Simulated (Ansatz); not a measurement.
PH3···GeH3 (doublet)

The calculation's input:

```
crystal:
  periodic: [false, false, false]
  atoms:
    - {symbol: H, position_ang: [-1.231023, 1.279344, 0.732559]}
    - {symbol: P, position_ang: [-0.857656, 2.271059, -0.213553]}
    - {symbol: Ge, position_ang: [0.355433, -1.605637, 0.368538]}
    - {symbol: H, position_ang: [-1.067756, 1.404243, -1.318238]}
    - {symbol: H, position_ang: [0.521821, 1.947173, -0.122938]}
    - {symbol: H, position_ang: [0.492149, -3.092828, 0.745979]}
    - {symbol: H, position_ang: [1.506159, -0.776231, 0.965916]}
    - {symbol: H, position_ang: [0.280771, -1.427123, -1.158162]}
basis:
  gaussian: {orbitals: def2-TZVPP}
magnetization: {spin_polarized: true, initial_magnetization: 1}
hamiltonian: {xc: pbe0, dispersion: d4}
output: {orbitals: {seedname: orbitals}}
```

Command:

```sh
ansatz run in.yaml --threads 4 --pin off --events-out ev --progress --plain --max-ram 9574MiB
```

The reactant side of a reaction path; geometry: PBE0-D4/def2-TZVP.

These are results of Ansatz 0.2.0, UKS PBE0-D4/def2-TZVPP, not measurements.

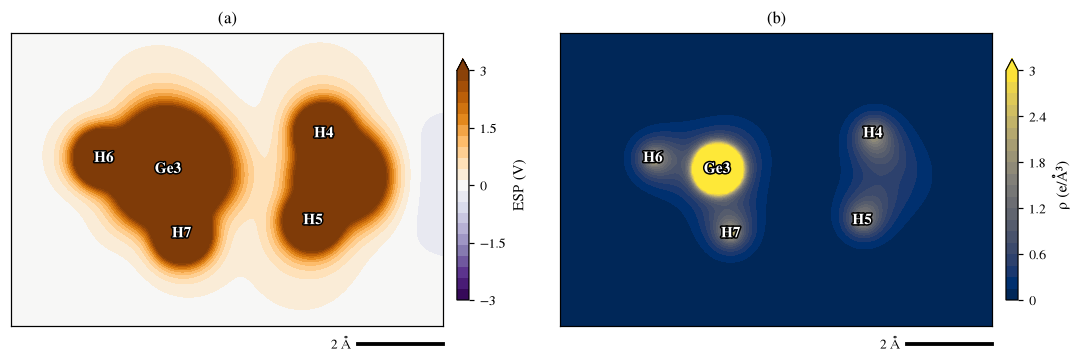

Figure 1. (a) molecular electrostatic potential; (b) total electron density on the plane of atoms H6, Ge3 and H7.

Q: Describe what can be read from this map.

A: The section cuts through Ge and H sites.
Ge–H (1.54 Å): ρ at the midpoint is about 1 e/Å³.
The potential has no marked negative region in this plane.

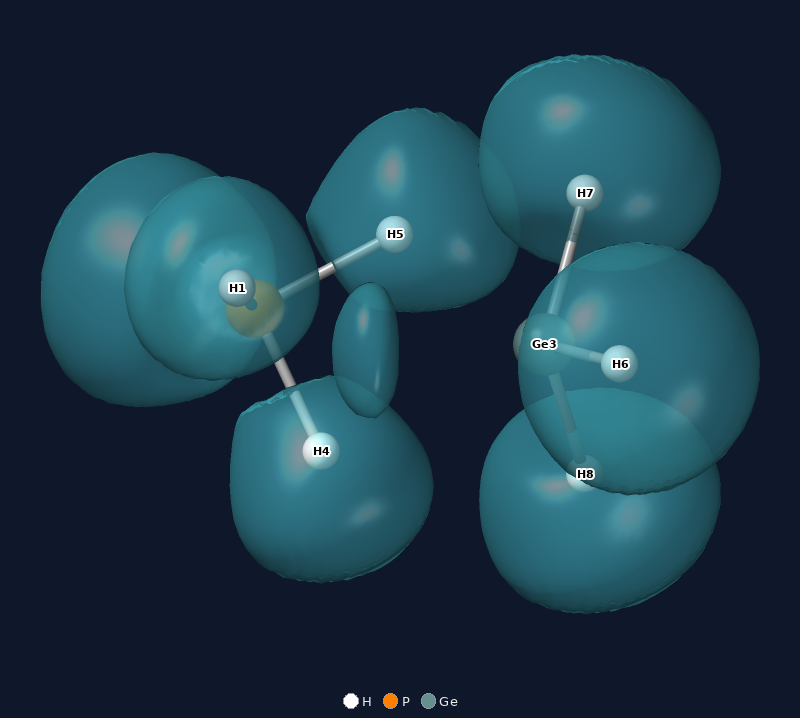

Figure 2. Isosurface of the electron localisation function at 0.85 (cyan), seen at an oblique angle. Only the valence region is drawn (cores and ρ < 0.01 e/Å³ removed).

Q: Describe the localisation domains.

A: The surface consists of six regions around hydrogen nuclei, one lobe on Ge, pointing away from the bonds (non-bonding electrons) and one lobe on P, pointing away from the bonds (non-bonding electrons). Along the contacts the grid gives the following. Ge3···H1 (3.31 Å): the ELF dips to about 0.05 between them (a non-bonded, intermolecular contact). P–H (1.42 Å): the ELF climbs to about 1 towards the hydrogen, as it does in any bond to H.

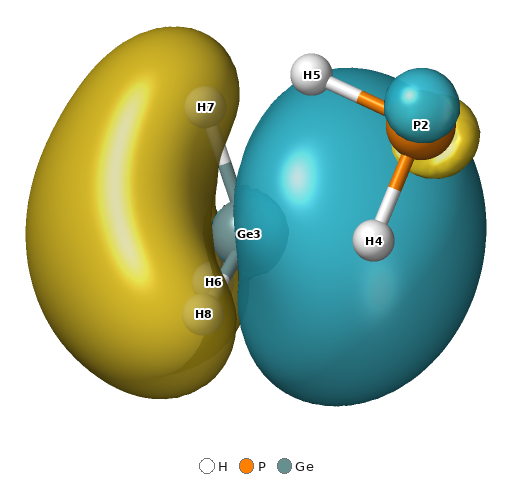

Figure 3. One frontier orbital at ±0.06 Å⁻³ᐟ² (yellow and cyan are the two phases), seen at an oblique angle.

Q: Which orbital is it: HOMO (β) or LUMO (β)?

A: The LUMO (β), at −2.77 eV. By Hirshfeld shares it lies mainly on Ge3 (about 80 %) and H6 (about 5 %).
